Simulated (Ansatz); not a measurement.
# Pressure series in HfO2

The parent structure is HfO2 in the fluorite structure (space group Fm-3m, No. 225; a = 5.098 Å).

Cell and atoms are relaxed at each pressure.

Method: PBE/PAW in Ansatz (a quantum-chemistry and plane-wave program), without spin-orbit coupling, earlier PAW set.

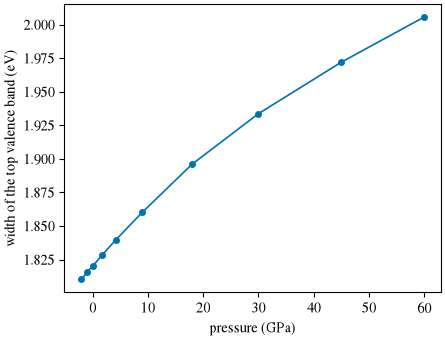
Figure. Width of the top valence band against pressure

```tsv
pressure (GPa)	width of the top valence band
-2	1.81 eV
-1	1.82 eV
1.8	1.83 eV
4.2	1.84 eV
9	1.86 eV
18	1.90 eV
30	1.93 eV
45	1.97 eV
60	2.01 eV
```

With Hf present, leaving out spin-orbit coupling can change the band edges. The levels and masses belong to the bands next to the band gap. Load acts through the strain it causes; cell and atoms are relaxed under it. No phonon test of stability was made. No other phases were tried under pressure. This is not the structure that HfO2 has at room temperature and ambient pressure.
